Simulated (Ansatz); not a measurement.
**CH₄GaO radical: an energy map over bond length C1–H4 and angle H6–C1–H4**

A grid of calculations on CH4GaO, SMILES C[O][GaH], spin multiplicity 2, to see where the energy is lowest and how it rises around there.

The runs use Ansatz 0.2.0; UKS r2SCAN-D4/def2-SVP.

## (1) The system as given

SMILES `C[O][GaH]`, 7 atoms, charge 0, spin multiplicity 2.

Atoms are counted from 1 here; the program's logs count them from 0.

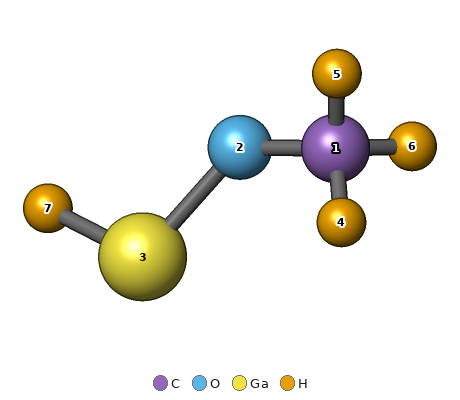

Start geometry, drawn with carbon purple, oxygen blue, gallium yellow, hydrogen amber; atoms are numbered from 1 in the order of the file.

As a file:

```
C    -0.5696    0.8543   -0.0802
O     0.3890   -0.0898    0.3277
Ga    0.7466   -1.7684   -0.2750
H    -1.0189    0.6339   -1.0769
H    -0.1026    1.8634   -0.1423
H    -1.4046    0.9202    0.6555
H     1.9600   -2.4136    0.5913
```

This geometry comes from a loose relaxation at PBE in a small basis, which is not shown.

## (2) Geometry optimisation

input.yaml reads:

```yaml
crystal:
  periodic: [false, false, false]
  atoms:
    - { symbol: C, position_ang: [-0.569578, 0.854253, -0.080207] }
    - { symbol: O, position_ang: [0.389034, -0.089779, 0.327652] }
    - { symbol: Ga, position_ang: [0.746628, -1.768379, -0.275041] }
    - { symbol: H, position_ang: [-1.018917, 0.633884, -1.076931] }
    - { symbol: H, position_ang: [-0.10255, 1.863432, -0.142274] }
    - { symbol: H, position_ang: [-1.404599, 0.920211, 0.655501] }
    - { symbol: H, position_ang: [1.959974, -2.41362, 0.59129] }
magnetization:
  spin_polarized: true
  initial_magnetization: 1
basis:
  gaussian: { orbitals: def2-SVP }
hamiltonian:
  xc: r2scan
  dispersion: d4
output:
  forces: true
relax:
  f_tol: 0.003
  max_steps: 120
```

Command:

```
$ ansatz run input.yaml --threads 1 --pin off --max-ram 2560MiB --backend cpu --events-out ev --progress --plain --runs-dir out
```

The log of the run:

```text
Warning: RAYON_NUM_THREADS=1 ignored (pool sized by the plan → 1); use --threads N
The last accepted step is kept in <dir> (removed where the run ends without a failure and the disk answers)
Engine: ansatz 0.2.0, aarch64-unknown-linux-gnu
Functional definition: r2SCAN
  parameter k0 = 0.174
  parameter k1 = 0.065
  parameter a1 = 4.9479
  exchange = r2scan_x(k0 = k0, k1 = k1, a1 = a1)
  correlation = r2scan_c
888 factors; their error is unknown
mean field evaluation 1: about -55508.6374 eV, gradient 4.0e1 eV
mean field evaluation 2: about -55419.6116 eV, gradient 1.3e2 eV
mean field evaluation 4: about -55514.9604 eV, gradient 1.0e1 eV
mean field evaluation 8: about -55515.3412 eV, gradient 2.0e-1 eV
mean field evaluation 16: about -55515.3027 eV, gradient 9.6e-5 eV
mean field -55515.30269986 eV, -2040.1497445960 hartree, gradient 3.1e-5 eV, S^2 0.756462; 0 other end points of the search recorded, 0 dependent functions left out
the calculation of the forces begins
reference -55515.30271366 eV, -2040.1497451034 hartree; 25, 24 occupied and 55, 56 virtual orbitals, 888 factors
relax step   1: F+E_penalty+E_count = -55515.32571440 eV  Δ(F+E_penalty+E_count) = +0.000e0 eV  max|allowed force component| = 3.848e-1 eV/Å  Δτ_max = 0.0000 Å  (31 SCF iters, accepted)
these checks for a lower state are left out or cut short: starts, cluster_reference, orbital_swaps, neighbouring_geometries, increment
888 factors; their error is unknown
mean field -55515.31465008 eV, -2040.1501837588 hartree, gradient 1.2e-5 eV, S^2 0.756053; 0 other end points of the search recorded, 0 dependent functions left out
the calculation of the forces begins
reference -55515.31466390 eV, -2040.1501842666 hartree; 25, 24 occupied and 55, 56 virtual orbitals, 888 factors
relax step   2: F+E_penalty+E_count = -55515.33769066 eV  Δ(F+E_penalty+E_count) = -1.198e-2 eV  max|allowed force component| = 2.352e-1 eV/Å  Δτ_max = 0.0195 Å  (34 SCF iters, accepted)
these checks for a lower state are left out or cut short: starts, cluster_reference, orbital_swaps, neighbouring_geometries, increment
888 factors; their error is unknown
mean field evaluation 32: about -55515.3171 eV, gradient 1.1e-5 eV
mean field -55515.31708697 eV, -2040.1502733128 hartree, gradient 1.1e-5 eV, S^2 0.755896; 0 other end points of the search recorded, 0 dependent functions left out
the calculation of the forces begins
reference -55515.31710079 eV, -2040.1502738207 hartree; 25, 24 occupied and 55, 56 virtual orbitals, 888 factors
relax step   3: F+E_penalty+E_count = -55515.34015132 eV  Δ(F+E_penalty+E_count) = -2.461e-3 eV  max|allowed force component| = 2.413e-2 eV/Å  Δτ_max = 0.0137 Å  (34 SCF iters, accepted)
these checks for a lower state are left out or cut short: starts, cluster_reference, orbital_swaps, neighbouring_geometries, increment
888 factors; their error is unknown
mean field -55515.31784004 eV, -2040.1503009874 hartree, gradient 6.1e-6 eV, S^2 0.755919; 0 other end points of the search recorded, 0 dependent functions left out
the calculation of the forces begins
reference -55515.31785388 eV, -2040.1503014963 hartree; 25, 24 occupied and 55, 56 virtual orbitals, 888 factors
relax step   4: F+E_penalty+E_count = -55515.34089167 eV  Δ(F+E_penalty+E_count) = -7.404e-4 eV  max|allowed force component| = 2.941e-2 eV/Å  Δτ_max = 0.0575 Å  (34 SCF iters, accepted)
these checks for a lower state are left out or cut short: starts, cluster_reference, orbital_swaps, neighbouring_geometries, increment
888 factors; their error is unknown
mean field -55515.31641446 eV, -2040.1502485984 hartree, gradient 1.4e-5 eV, S^2 0.756137; 0 other end points of the search recorded, 0 dependent functions left out
the calculation of the forces begins
reference -55515.31642832 eV, -2040.1502491079 hartree; 25, 24 occupied and 55, 56 virtual orbitals, 888 factors
relax step   5: F+E_penalty+E_count = -55515.33945134 eV  Δ(F+E_penalty+E_count) = +1.440e-3 eV  max|allowed force component| = 1.601e-1 eV/Å  Δτ_max = 0.1042 Å  (33 SCF iters, rejected (line search))
these checks for a lower state are left out or cut short: starts, cluster_reference, orbital_swaps, neighbouring_geometries, increment
888 factors; their error is unknown
mean field -55515.31625784 eV, -2040.1502428426 hartree, gradient 2.6e-5 eV, S^2 0.755949; 0 other end points of the search recorded, 0 dependent functions left out
the calculation of the forces begins
reference -55515.31627168 eV, -2040.1502433513 hartree; 25, 24 occupied and 55, 56 virtual orbitals, 888 factors
relax step   6: F+E_penalty+E_count = -55515.33932942 eV  Δ(F+E_penalty+E_count) = +1.562e-3 eV  max|allowed force component| = 1.909e-1 eV/Å  Δτ_max = 0.0433 Å  (33 SCF iters, rejected (line search))
these checks for a lower state are left out or cut short: starts, cluster_reference, orbital_swaps, neighbouring_geometries, increment
888 factors; their error is unknown
mean field -55515.31817253 eV, -2040.1503132062 hartree, gradient 2.0e-5 eV, S^2 0.755931; 0 other end points of the search recorded, 0 dependent functions left out
the calculation of the forces begins
reference -55515.31818638 eV, -2040.1503137153 hartree; 25, 24 occupied and 55, 56 virtual orbitals, 888 factors
relax step   7: F+E_penalty+E_count = -55515.34123019 eV  Δ(F+E_penalty+E_count) = -3.385e-4 eV  max|allowed force component| = 1.411e-2 eV/Å  Δτ_max = 0.0206 Å  (34 SCF iters, accepted)
these checks for a lower state are left out or cut short: starts, cluster_reference, orbital_swaps, neighbouring_geometries, increment
888 factors; their error is unknown
mean field evaluation 64: about -55515.3180 eV, gradient 1.1e-1 eV
mean field -55515.31816428 eV, -2040.1503129030 hartree, gradient 5.2e-6 eV, S^2 0.755993; 0 other end points of the search recorded, 0 dependent functions left out
the calculation of the forces begins
reference -55515.31817815 eV, -2040.1503134130 hartree; 25, 24 occupied and 55, 56 virtual orbitals, 888 factors
relax step   8: F+E_penalty+E_count = -55515.34121720 eV  Δ(F+E_penalty+E_count) = +1.299e-5 eV  max|allowed force component| = 5.858e-2 eV/Å  Δτ_max = 0.0595 Å  (34 SCF iters, rejected (line search))
these checks for a lower state are left out or cut short: starts, cluster_reference, orbital_swaps, neighbouring_geometries, increment
888 factors; their error is unknown
mean field -55515.31828326 eV, -2040.1503172756 hartree, gradient 2.5e-5 eV, S^2 0.755915; 0 other end points of the search recorded, 0 dependent functions left out
the calculation of the forces begins
reference -55515.31829713 eV, -2040.1503177854 hartree; 25, 24 occupied and 55, 56 virtual orbitals, 888 factors
relax step   9: F+E_penalty+E_count = -55515.34134432 eV  Δ(F+E_penalty+E_count) = -1.141e-4 eV  max|allowed force component| = 2.807e-2 eV/Å  Δτ_max = 0.0298 Å  (34 SCF iters, accepted)
these checks for a lower state are left out or cut short: starts, cluster_reference, orbital_swaps, neighbouring_geometries, increment
888 factors; their error is unknown
mean field -55515.31838233 eV, -2040.1503209162 hartree, gradient 1.9e-5 eV, S^2 0.755939; 0 other end points of the search recorded, 0 dependent functions left out
the calculation of the forces begins
reference -55515.31839620 eV, -2040.1503214262 hartree; 25, 24 occupied and 55, 56 virtual orbitals, 888 factors
relax step  10: F+E_penalty+E_count = -55515.34144176 eV  Δ(F+E_penalty+E_count) = -9.743e-5 eV  max|allowed force component| = 2.187e-2 eV/Å  Δτ_max = 0.0233 Å  (33 SCF iters, accepted)
these checks for a lower state are left out or cut short: starts, cluster_reference, orbital_swaps, neighbouring_geometries, increment
888 factors; their error is unknown
mean field -55515.31841028 eV, -2040.1503219436 hartree, gradient 2.5e-5 eV, S^2 0.755927; 0 other end points of the search recorded, 0 dependent functions left out
the calculation of the forces begins
reference -55515.31842416 eV, -2040.1503224536 hartree; 25, 24 occupied and 55, 56 virtual orbitals, 888 factors
relax step  11: F+E_penalty+E_count = -55515.34146994 eV  Δ(F+E_penalty+E_count) = -2.819e-5 eV  max|allowed force component| = 1.093e-2 eV/Å  Δτ_max = 0.0046 Å  (28 SCF iters, accepted)
these checks for a lower state are left out or cut short: starts, cluster_reference, orbital_swaps, neighbouring_geometries, increment
888 factors; their error is unknown
mean field -55515.31842003 eV, -2040.1503223016 hartree, gradient 8.6e-6 eV, S^2 0.755918; 0 other end points of the search recorded, 0 dependent functions left out
the calculation of the forces begins
reference -55515.31843391 eV, -2040.1503228117 hartree; 25, 24 occupied and 55, 56 virtual orbitals, 888 factors
relax step  12: F+E_penalty+E_count = -55515.34148057 eV  Δ(F+E_penalty+E_count) = -1.063e-5 eV  max|allowed force component| = 3.921e-4 eV/Å  Δτ_max = 0.0024 Å  (28 SCF iters, accepted)
888 factors; their error is unknown
mean field evaluation 96: about -55515.3184 eV, gradient 9.3e-6 eV
mean field -55515.31842003 eV, -2040.1503223016 hartree, gradient 9.3e-6 eV, S^2 0.755918; 1 other end points of the search recorded, 0 dependent functions left out
the calculation of the forces begins
reference -55515.31843391 eV, -2040.1503228117 hartree; 25, 24 occupied and 55, 56 virtual orbitals, 888 factors
Total energy: -55515.34149445 eV, -2040.1511702712 hartree
Atom 0 at    -0.578541     0.844034    -0.072302 Å, force    -0.000126    -0.000126     0.000296 eV/Å
Atom 1 at     0.324993    -0.127667     0.378711 Å, force    -0.000006     0.000080     0.000172 eV/Å
Atom 2 at     0.845345    -1.686621    -0.338778 Å, force     0.000178    -0.000132    -0.000153 eV/Å
Atom 3 at    -1.040461     0.596397    -1.047415 Å, force    -0.000300    -0.000032    -0.000392 eV/Å
Atom 4 at    -0.068455     1.818723    -0.181075 Å, force     0.000353     0.000102    -0.000036 eV/Å
Atom 5 at    -1.394949     0.976922     0.661133 Å, force    -0.000214     0.000197     0.000078 eV/Å
Atom 6 at     1.912060    -2.421786     0.599716 Å, force     0.000115    -0.000088     0.000036 eV/Å
Dipole moment:    -0.143171     0.018476    -0.203891 e Å
```

Wall time 95 s (1 thread of Arm Neoverse V1, shared host); peak memory 0.2 GiB.

Relaxation path: (the energy doesn't fall at every step)

```
step  energy from step 1 (eV)  largest force component (eV/Å)
   1                   0.0000                          0.3848
   2                  -0.0120                          0.2352
   3                  -0.0144                          0.0241
   4                  -0.0152                          0.0294
   5                  -0.0137                          0.1601
   6                  -0.0136                          0.1909
   7                  -0.0155                          0.0141
   8                  -0.0155                          0.0586
   9                  -0.0156                          0.0281
  10                  -0.0157                          0.0219
  11                  -0.0158                          0.0109
  12                  -0.0158                          0.0004
```

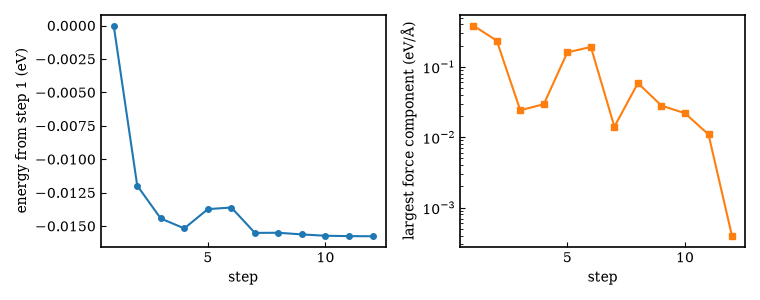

Energy and force, step by step.

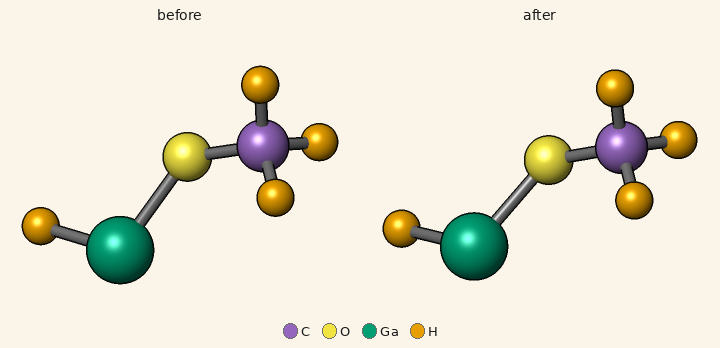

Before and after, at one scale.

Distances of close pairs at the start and the end, largest changes first:

```
  bond  before (Å)  after (Å)  change (Å)
O2–Ga3       1.819      1.793      -0.026
Ga3–H7       1.625      1.600      -0.025
 C1–H6       1.115      1.105      -0.009
 C1–H5       1.114      1.105      -0.008
 C1–H4       1.115      1.107      -0.008
 C1–O2       1.406      1.401      -0.004
```

(Part 1 of 2 ends here.)
